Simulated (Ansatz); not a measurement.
**SiF₂ + NH₃: a complex and its separated parts**

Aim: how far the complex at one end of a reaction step lies below its separated, relaxed parts, level by level.

Method: PBE0-D4/def2-TZVP structures, single points in def2-TZVPP, no counterpoise correction; program: Ansatz 0.2.0, Gaussian basis.

Levels: SPW92, PBE-D4, BLYP-D4, r2SCAN-D4, B97M-V, PBE0-D4, B3LYP-D4, r2SCAN0-D4, BHLYP-D4, CAM-B3LYP-D4, wB97X-V, wB97M-V, B2PLYP, PBE-QIDH, RPA on PBE, Hartree-Fock, MP2, CCSD, CCSD(T).

Correlated methods freeze the cores. B3LYP uses VWN-RPA correlation. B2PLYP carries no dispersion term here.

56 further runs of the same task are left out: 56 set aside as unsound or not needed.

## (1) Where the work starts

The complex: 7 atoms, charge 0, spin multiplicity 1.

Atoms are counted from 1 here; the program's logs count them from 0.

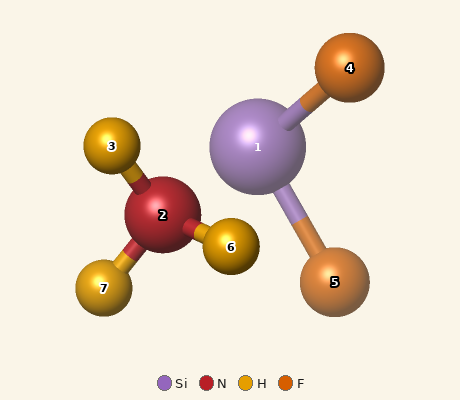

The starting geometry (silicon purple, nitrogen red, hydrogen amber, fluorine orange); atoms are numbered from 1 in the order of the file.

As a file:

```mol
F2H3NSi
  3D, bonds by distance, orders not assigned

  7  5  0  0  0  0  0  0  0  0999 V2000
   -1.3854   -0.1872   -0.1110 Si  0  0
    0.6913   -0.1833   -0.3275 N   0  0
    1.0851   -1.1159   -0.2588 H   0  0
   -1.1366   -0.5724    1.4635 F   0  0
   -1.2919    1.4459    0.0054 F   0  0
    1.0557    0.3822    0.4355 H   0  0
    0.9818    0.2306   -1.2073 H   0  0
  1  4  8  0
  1  5  8  0
  2  3  8  0
  2  6  8  0
  2  7  8  0
M  END
```

Its parts: SiF₂ holds atoms 1, 4, 5; NH₃ holds atoms 2, 3, 6, 7. Each part counts its atoms afresh in its own runs.

## (2) Relaxing SiF₂ alone

relax-a/in.yaml

```yaml
crystal:
  periodic: [false, false, false]
  atoms:
    - {symbol: Si, position_ang: [-1.385374, -0.187210, -0.111014]}
    - {symbol: F, position_ang: [-1.136637, -0.572358, 1.463489]}
    - {symbol: F, position_ang: [-1.291867, 1.445855, 0.005417]}
basis:
  gaussian: {orbitals: def2-TZVP}
hamiltonian: {xc: pbe0, dispersion: d4}
relax: {f_tol: 0.005, max_steps: 200}
```

Started as:

```
> ansatz run in.yaml --threads 2 --pin off --events-out ev --progress --plain --max-ram 4352MiB
```

The log of the run (excerpt; [...] marks lines left out):

```text
Functional definition: PBE0
  name "PBE0"
  cite "Adamo & Barone, J. Chem. Phys. 110, 6158 (1999) doi:10.1063/1.478522"
  cite "Perdew, Burke & Ernzerhof, Phys. Rev. Lett. 77, 3865 (1996) doi:10.1103/PhysRevLett.77.3865"
  parent pbe
[...]
580 factors; their error is unknown
[...]
mean field -13307.95858545 eV, -489.0584575570 hartree, gradient 6.4e-5 eV, S^2 0.000000; 0 other end points of the search recorded, 0 dependent functions left out
[...]
reference -13307.95860347 eV, -489.0584582192 hartree; 16, 16 occupied and 83, 83 virtual orbitals, 580 factors
[...]
580 factors; their error is unknown
mean field -13308.00449276 eV, -489.0601446196 hartree, gradient 5.4e-6 eV, S^2 0.000000; 1 other end points of the search recorded, 0 dependent functions left out
[...]
reference -13308.00451077 eV, -489.0601452814 hartree; 16, 16 occupied and 83, 83 virtual orbitals, 580 factors
Total energy: -13308.03433245 eV, -489.0612412079 hartree
Atom 0 at    -1.380908    -0.170933    -0.088947 Å, force     0.000035     0.000123     0.000172 eV/Å
Atom 1 at    -1.139815    -0.568212     1.443577 Å, force    -0.000010    -0.000158    -0.000018 eV/Å
Atom 2 at    -1.293155     1.425432     0.003262 Å, force    -0.000025     0.000035    -0.000154 eV/Å
Dipole moment:    -0.036372    -0.132623    -0.179701 e Å
```

It took 4.5 s on 2 threads of Arm Neoverse V2, shared host.

Step by step:

| step | energy from step 1 (eV) | largest force component (eV/Å) |
| --- | --- | --- |
| 1 | 0.0000 | 1.2327 |
| 2 | -0.0278 | 0.7907 |
| 3 | -0.0460 | 0.0264 |
| 4 | -0.0459 | 0.0611 |
| 5 | -0.0460 | 0.0002 |

Distances of close pairs at the start and the end, largest changes first:

| bond | before (Å) | after (Å) | change (Å) |
| --- | --- | --- | --- |
| Si1–F2 | 1.640 | 1.601 | -0.038 |
| Si1–F3 | 1.640 | 1.601 | -0.038 |

## (3) Relaxing NH₃ alone

relax-b/in.yaml

```yaml
crystal:
  periodic: [false, false, false]
  atoms:
    - {symbol: N, position_ang: [0.691259, -0.183281, -0.327504]}
    - {symbol: H, position_ang: [1.085113, -1.115938, -0.258764]}
    - {symbol: H, position_ang: [1.055659, 0.382199, 0.435537]}
    - {symbol: H, position_ang: [0.981848, 0.230633, -1.207262]}
basis:
  gaussian: {orbitals: def2-TZVP}
hamiltonian: {xc: pbe0, dispersion: d4}
relax: {f_tol: 0.005, max_steps: 200}
```

Started as:

```
> ansatz run in.yaml --threads 2 --pin off --events-out ev --progress --plain --max-ram 4352MiB
```

The log of the run (excerpt; [...] marks lines left out):

```text
[... 5 set-up lines as earlier in the session ...]
[...]
287 factors; their error is unknown
[...]
mean field -1537.79371438 eV, -56.5128766495 hartree, gradient 1.5e-5 eV, S^2 0.000000; 0 other end points of the search recorded, 0 dependent functions left out
[...]
Total energy: -1537.80844355 eV, -56.5134179363 hartree
Atom 0 at     0.672256    -0.183531    -0.325823 Å, force    -0.000321    -0.000136    -0.000149 eV/Å
Atom 1 at     1.090999    -1.103111    -0.260094 Å, force     0.000080    -0.000012     0.000039 eV/Å
Atom 2 at     1.061539     0.374534     0.424048 Å, force     0.000163     0.000096     0.000113 eV/Å
Atom 3 at     0.989084     0.225722    -1.196125 Å, force     0.000078     0.000052    -0.000002 eV/Å
Dipole moment:     0.351874     0.014935    -0.017109 e Å
```

It took 1.1 s on 2 threads of Arm Neoverse V2, shared host.

The steps of the relaxation:

| step | energy from step 1 (eV) | largest force component (eV/Å) |
| --- | --- | --- |
| 1 | 0.0000 | 0.2565 |
| 2 | -0.0046 | 0.1162 |
| 3 | -0.0055 | 0.0472 |
| 4 | -0.0056 | 0.0003 |

Distances of close pairs at the start and the end, largest changes first:

| bond | before (Å) | after (Å) | change (Å) |
| --- | --- | --- | --- |
| N1–H3 | 1.017 | 1.013 | -0.005 |
| N1–H4 | 1.015 | 1.013 | -0.002 |
| N1–H2 | 1.015 | 1.013 | -0.002 |

## (4) SPW92/def2-TZVPP

parta/in.yaml

```yaml
crystal:
  periodic: [false, false, false]
  atoms:
    - {symbol: Si, position_ang: [-1.380908, -0.170933, -0.088947]}
    - {symbol: F, position_ang: [-1.139815, -0.568212, 1.443577]}
    - {symbol: F, position_ang: [-1.293155, 1.425432, 0.003262]}
basis:
  gaussian: {orbitals: def2-TZVPP}
hamiltonian: {xc: lda}
```

partb/in.yaml

```yaml
crystal:
  periodic: [false, false, false]
  atoms:
    - {symbol: N, position_ang: [0.672256, -0.183531, -0.325823]}
    - {symbol: H, position_ang: [1.090999, -1.103111, -0.260094]}
    - {symbol: H, position_ang: [1.061539, 0.374534, 0.424048]}
    - {symbol: H, position_ang: [0.989084, 0.225722, -1.196125]}
basis:
  gaussian: {orbitals: def2-TZVPP}
hamiltonian: {xc: lda}
```

Each run has its own folder and the same command.

Started as:

```
> ansatz run in.yaml --threads 2 --pin off --events-out ev --progress --plain --max-ram 4352MiB
```

Output in parta (excerpt; [...] marks lines left out):

```text
Functional definition: SPW92
  name "SPW92"
  cite "Dirac, Proc. Camb. Phil. Soc. 26, 376 (1930) doi:10.1017/S0305004100016108"
  cite "Slater, Phys. Rev. 81, 385 (1951) doi:10.1103/PhysRev.81.385"
  cite "Perdew & Wang, Phys. Rev. B 45, 13244 (1992) doi:10.1103/PhysRevB.45.13244"
[...]
600 factors; their error is unknown
[...]
mean field -13250.82840005 eV, -486.9589619677 hartree, gradient 2.8e-5 eV, S^2 0.000000; 0 other end points of the search recorded, 0 dependent functions left out
reference -13250.82842324 eV, -486.9589628201 hartree; 16, 16 occupied and 88, 88 virtual orbitals, 600 factors
Total energy: -13250.82842324 eV, -486.9589628201 hartree
```

Output in partb (excerpt; [...] marks lines left out):

```text
[... 5 set-up lines as earlier in the session ...]
[...]
332 factors; their error is unknown
[...]
mean field -1526.58938149 eV, -56.1011250102 hartree, gradient 8.6e-5 eV, S^2 0.000000; 0 other end points of the search recorded, 0 dependent functions left out
reference -1526.58940089 eV, -56.1011257232 hartree; 5, 5 occupied and 68, 68 virtual orbitals, 332 factors
Total energy: -1526.58940089 eV, -56.1011257232 hartree
```

They took 0.35 s (parta), 0.2 s (partb) on 2 threads of Arm Neoverse V2, shared host.

## (5) PBE-D4/def2-TZVPP

The same edit goes into each in.yaml of step 4 (parta, partb):

```diff
-hamiltonian: {xc: lda}
+hamiltonian: {xc: pbe, dispersion: d4}
```

Each run has its own folder and the same command.

Started as:

```
> ansatz run in.yaml --threads 2 --pin off --events-out ev --progress --plain --max-ram 4352MiB
```

Output in parta (excerpt; [...] marks lines left out):

```text
Functional definition: PBE
  name "PBE"
[... 2 set-up lines as earlier in the session ...]
[...]
600 factors; their error is unknown
[...]
mean field -13307.45451109 eV, -489.0399331659 hartree, gradient 2.6e-5 eV, S^2 0.000000; 0 other end points of the search recorded, 0 dependent functions left out
reference -13307.45453600 eV, -489.0399340812 hartree; 16, 16 occupied and 88, 88 virtual orbitals, 600 factors
Total energy: -13307.49089418 eV, -489.0412702197 hartree
```

partb printed (excerpt; [...] marks lines left out):

```text
[... 4 set-up lines as earlier in the session ...]
[...]
332 factors; their error is unknown
[...]
mean field -1537.73152191 eV, -56.5105911183 hartree, gradient 5.8e-5 eV, S^2 0.000000; 0 other end points of the search recorded, 0 dependent functions left out
reference -1537.73154226 eV, -56.5105918660 hartree; 5, 5 occupied and 68, 68 virtual orbitals, 332 factors
Total energy: -1537.74292014 eV, -56.5110099956 hartree
```

Times: 0.5 s (parta), 0.25 s (partb) on 2 threads of Arm Neoverse V2, shared host.

## (6) BLYP-D4/def2-TZVPP

Each input of step 5 (parta, partb) changes in the same lines:

```diff
-hamiltonian: {xc: pbe, dispersion: d4}
+hamiltonian: {xc: {name: BLYP}, dispersion: d4}
```

The same command starts each run, in its folder.

Started as:

```
> ansatz run in.yaml --threads 2 --pin off --events-out ev --progress --plain --max-ram 4352MiB
```

Output in parta (excerpt; [...] marks lines left out):

```text
Functional definition: BLYP
  name "BLYP"
  cite "Becke, Phys. Rev. A 38, 3098 (1988) doi:10.1103/PhysRevA.38.3098"
  cite "Lee, Yang & Parr, Phys. Rev. B 37, 785 (1988) doi:10.1103/PhysRevB.37.785"
[...]
600 factors; their error is unknown
[...]
mean field -13316.49474058 eV, -489.3721554720 hartree, gradient 2.8e-5 eV, S^2 0.000000; 0 other end points of the search recorded, 0 dependent functions left out
reference -13316.49496183 eV, -489.3721636028 hartree; 16, 16 occupied and 88, 88 virtual orbitals, 600 factors
Total energy: -13316.57890718 eV, -489.3752485375 hartree
```

Log of partb (excerpt; [...] marks lines left out):

```text
[... 4 set-up lines as earlier in the session ...]
[...]
332 factors; their error is unknown
[...]
mean field -1539.10791158 eV, -56.5611725059 hartree, gradient 5.4e-5 eV, S^2 0.000000; 0 other end points of the search recorded, 0 dependent functions left out
reference -1539.10809716 eV, -56.5611793257 hartree; 5, 5 occupied and 68, 68 virtual orbitals, 332 factors
Total energy: -1539.13554635 eV, -56.5621880647 hartree
```

Times: 0.55 s (parta), 0.3 s (partb) on 2 threads of Arm Neoverse V2, shared host.

## (7) r2SCAN-D4/def2-TZVPP

Each input of step 6 (parta, partb) changes in the same lines:

```diff
-hamiltonian: {xc: {name: BLYP}, dispersion: d4}
+hamiltonian: {xc: r2scan, dispersion: d4}
```

The same command starts each run, in its folder.

Started as:

```
> ansatz run in.yaml --threads 2 --pin off --events-out ev --progress --plain --max-ram 4352MiB
```

Output in parta (excerpt; [...] marks lines left out):

```text
Functional definition: r2SCAN
  name "r2SCAN"
  cite "Furness, Kaplan, Ning, Perdew & Sun, J. Phys. Chem. Lett. 11, 8208 (2020) doi:10.1021/acs.jpclett.0c02405"
  cite "Furness, Kaplan, Ning, Perdew & Sun, J. Phys. Chem. Lett. 11, 9248 (2020) doi:10.1021/acs.jpclett.0c03077"
  parent r2scan
[...]
600 factors; their error is unknown
[...]
mean field -13313.54135761 eV, -489.2636206498 hartree, gradient 1.0e-5 eV, S^2 0.000000; 0 other end points of the search recorded, 0 dependent functions left out
reference -13313.54136475 eV, -489.2636209119 hartree; 16, 16 occupied and 88, 88 virtual orbitals, 600 factors
Total energy: -13313.54910953 eV, -489.2639055274 hartree
```

Log of partb (excerpt; [...] marks lines left out):

```text
[... 5 set-up lines as earlier in the session ...]
[...]
332 factors; their error is unknown
[...]
mean field -1538.76470087 eV, -56.5485597450 hartree, gradient 3.0e-5 eV, S^2 0.000000; 0 other end points of the search recorded, 0 dependent functions left out
reference -1538.76470733 eV, -56.5485599822 hartree; 5, 5 occupied and 68, 68 virtual orbitals, 332 factors
Total energy: -1538.76742027 eV, -56.5486596809 hartree
```

Wall times: 1.4 s (parta), 0.65 s (partb) on 2 threads of Arm Neoverse V2, shared host.

## (8) B97M-V/def2-TZVPP

Each input of step 7 (parta, partb) changes in the same lines:

```diff
-hamiltonian: {xc: r2scan, dispersion: d4}
+hamiltonian: {xc: {name: B97M-V}}
```

One command serves all of them, each in its own folder.

Started as:

```
> ansatz run in.yaml --threads 2 --pin off --events-out ev --progress --plain --max-ram 4352MiB
```

parta printed (excerpt; [...] marks lines left out):

```text
Functional definition: B97M-V
  name "B97M-V"
  cite "Mardirossian & Head-Gordon, J. Chem. Phys. 142, 074111 (2015) doi:10.1063/1.4907719"
  cite "Becke, J. Chem. Phys. 107, 8554 (1997) doi:10.1063/1.475007"
  cite "Vydrov & Van Voorhis, J. Chem. Phys. 133, 244103 (2010) doi:10.1063/1.3521275"
  # Of w^i u^j: cxij and so on, Table III.
[...]
  gx(w, u) = cx00 + cx01*u + cx02*u^2 + (cx10 + cx11*u)*w
[...]
  gos(w, u) = cos00 + cos01*u + cos03*u^3 + cos10*w + cos32*w^3*u^2
[...]
      + integral(e_c_pw_mod_opposite_spin*gos(b97_w_opposite, b97_u_opposite)) + vv10(b, c)
600 factors; their error is unknown
[...]
mean field -13312.54870126 eV, -489.2271412018 hartree, gradient 2.4e-5 eV, S^2 0.000000; 0 other end points of the search recorded, 0 dependent functions left out
reference -13312.54873830 eV, -489.2271425629 hartree; 16, 16 occupied and 88, 88 virtual orbitals, 600 factors
Total energy: -13312.54873830 eV, -489.2271425629 hartree
```

Output in partb (excerpt; [...] marks lines left out):

```text
[... 5 set-up lines as earlier in the session ...]
  # Of w^i u^j: cxij and so on, Table III.
[...]
  gx(w, u) = cx00 + cx01*u + cx02*u^2 + (cx10 + cx11*u)*w
[...]
  gos(w, u) = cos00 + cos01*u + cos03*u^3 + cos10*w + cos32*w^3*u^2
[...]
      + integral(e_c_pw_mod_opposite_spin*gos(b97_w_opposite, b97_u_opposite)) + vv10(b, c)
332 factors; their error is unknown
[...]
mean field -1539.38743711 eV, -56.5714448796 hartree, gradient 4.5e-5 eV, S^2 0.000000; 0 other end points of the search recorded, 0 dependent functions left out
reference -1539.38746994 eV, -56.5714460859 hartree; 5, 5 occupied and 68, 68 virtual orbitals, 332 factors
Total energy: -1539.38746994 eV, -56.5714460859 hartree
```

They took 2.4 s (parta), 0.95 s (partb) on 2 threads of Arm Neoverse V2, shared host.

## (9) PBE0-D4/def2-TZVPP

Each input of step 8 (parta, partb) changes in the same lines:

```diff
-hamiltonian: {xc: {name: B97M-V}}
+hamiltonian: {xc: pbe0, dispersion: d4}
+output: {orbitals: {seedname: orbitals}}
```

One command serves all of them, each in its own folder.

Started as:

```
> ansatz run in.yaml --threads 2 --pin off --events-out ev --progress --plain --max-ram 4352MiB
```

Output in parta (excerpt; [...] marks lines left out):

```text
[... 5 set-up lines as earlier in the session ...]
[...]
603 factors; their error is unknown
[...]
mean field -13308.00889957 eV, -489.0603065667 hartree, gradient 5.5e-5 eV, S^2 0.000000; 0 other end points of the search recorded, 0 dependent functions left out
reference -13308.00891757 eV, -489.0603072281 hartree; 16, 16 occupied and 88, 88 virtual orbitals, 603 factors
Total energy: -13308.03873925 eV, -489.0614031546 hartree
```

Log of partb (excerpt; [...] marks lines left out):

```text
[... 5 set-up lines as earlier in the session ...]
[...]
332 factors; their error is unknown
[...]
mean field -1537.87184111 eV, -56.5157477537 hartree, gradient 6.6e-6 eV, S^2 0.000000; 0 other end points of the search recorded, 0 dependent functions left out
reference -1537.87185702 eV, -56.5157483386 hartree; 5, 5 occupied and 68, 68 virtual orbitals, 332 factors
Total energy: -1537.88097274 eV, -56.5160833350 hartree
```

Wall times: 0.65 s (parta), 0.3 s (partb) on 2 threads of Arm Neoverse V2, shared host.

## (10) B3LYP-D4/def2-TZVPP

The same edit goes into each in.yaml of step 9 (parta, partb):

```diff
-hamiltonian: {xc: pbe0, dispersion: d4}
-output: {orbitals: {seedname: orbitals}}
+hamiltonian: {xc: {name: B3LYP}, dispersion: d4}
```

One command serves all of them, each in its own folder.

Started as:

```
> ansatz run in.yaml --threads 2 --pin off --events-out ev --progress --plain --max-ram 4352MiB
```

parta printed (excerpt; [...] marks lines left out):

```text
Functional definition: B3LYP
  name "B3LYP"
  cite "Stephens, Devlin, Chabalowski & Frisch, J. Phys. Chem. 98, 11623 (1994) doi:10.1021/j100096a001"
[... 2 set-up lines as earlier in the session ...]
  cite "Vosko, Wilk & Nusair, Can. J. Phys. 58, 1200 (1980) doi:10.1139/p80-159"
[...]
603 factors; their error is unknown
[...]
mean field -13317.17528655 eV, -489.3971650750 hartree, gradient 1.4e-5 eV, S^2 0.000000; 0 other end points of the search recorded, 0 dependent functions left out
reference -13317.17544933 eV, -489.3971710573 hartree; 16, 16 occupied and 88, 88 virtual orbitals, 603 factors
Total energy: -13317.23532404 eV, -489.3993714122 hartree
```

Log of partb (excerpt; [...] marks lines left out):

```text
[... 6 set-up lines as earlier in the session ...]
[...]
332 factors; their error is unknown
[...]
mean field -1539.85469669 eV, -56.5886163525 hartree, gradient 2.4e-5 eV, S^2 0.000000; 0 other end points of the search recorded, 0 dependent functions left out
reference -1539.85483631 eV, -56.5886214833 hartree; 5, 5 occupied and 68, 68 virtual orbitals, 332 factors
Total energy: -1539.87289705 eV, -56.5892852031 hartree
```

Times: 0.75 s (parta), 0.3 s (partb) on 2 threads of Arm Neoverse V2, shared host.

## (11) r2SCAN0-D4/def2-TZVPP

The same edit goes into each in.yaml of step 10 (parta, partb):

```diff
-hamiltonian: {xc: {name: B3LYP}, dispersion: d4}
+hamiltonian: {xc: {name: r2SCAN0}, dispersion: d4}
```

Each run has its own folder and the same command.

Started as:

```
> ansatz run in.yaml --threads 2 --pin off --events-out ev --progress --plain --max-ram 4352MiB
```

Log of parta (excerpt; [...] marks lines left out):

```text
Functional definition: r2SCAN0
  name "r2SCAN0"
  cite "Bursch, Neugebauer, Ehlert & Grimme, J. Chem. Phys. 156, 134105 (2022) doi:10.1063/5.0086040"
[... 3 set-up lines as earlier in the session ...]
[...]
603 factors; their error is unknown
[...]
mean field -13312.65666422 eV, -489.2311087675 hartree, gradient 1.6e-5 eV, S^2 0.000000; 0 other end points of the search recorded, 0 dependent functions left out
reference -13312.65666982 eV, -489.2311089732 hartree; 16, 16 occupied and 88, 88 virtual orbitals, 603 factors
Total energy: -13312.66589744 eV, -489.2314480819 hartree
```

Log of partb (excerpt; [...] marks lines left out):

```text
[... 6 set-up lines as earlier in the session ...]
[...]
332 factors; their error is unknown
[...]
mean field -1538.56924877 eV, -56.5413770125 hartree, gradient 4.3e-5 eV, S^2 0.000000; 0 other end points of the search recorded, 0 dependent functions left out
reference -1538.56925385 eV, -56.5413771994 hartree; 5, 5 occupied and 68, 68 virtual orbitals, 332 factors
Total energy: -1538.57225515 eV, -56.5414874952 hartree
```

Wall times: 1.4 s (parta), 0.65 s (partb) on 2 threads of Arm Neoverse V2, shared host.

## (12) BHLYP-D4/def2-TZVPP

Each input of step 11 (parta, partb) changes in the same lines:

```diff
-hamiltonian: {xc: {name: r2SCAN0}, dispersion: d4}
+hamiltonian: {xc: {name: BHLYP}, dispersion: d4}
```

Each run has its own folder and the same command.

Started as:

```
> ansatz run in.yaml --threads 2 --pin off --events-out ev --progress --plain --max-ram 4352MiB
```

Output in parta (excerpt; [...] marks lines left out):

```text
Functional definition: BHLYP
  name "BHLYP"
  cite "Becke, J. Chem. Phys. 98, 1372 (1993) doi:10.1063/1.464304"
[... 2 set-up lines as earlier in the session ...]
[...]
660 factors; their error is unknown
[...]
mean field -13314.72293521 eV, -489.3070428255 hartree, gradient 1.7e-5 eV, S^2 0.000000; 0 other end points of the search recorded, 0 dependent functions left out
reference -13314.72304330 eV, -489.3070467979 hartree; 16, 16 occupied and 88, 88 virtual orbitals, 660 factors
Total energy: -13314.76788296 eV, -489.3086946249 hartree
```

Log of partb (excerpt; [...] marks lines left out):

```text
[... 5 set-up lines as earlier in the session ...]
[...]
346 factors; their error is unknown
[...]
mean field -1538.73563129 eV, -56.5474914576 hartree, gradient 7.6e-5 eV, S^2 0.000000; 0 other end points of the search recorded, 0 dependent functions left out
reference -1538.73572794 eV, -56.5474950093 hartree; 5, 5 occupied and 68, 68 virtual orbitals, 346 factors
Total energy: -1538.74642804 eV, -56.5478882307 hartree
```

Wall times: 0.75 s (parta), 0.3 s (partb) on 2 threads of Arm Neoverse V2, shared host.

(Part 1 of 2 ends here.)
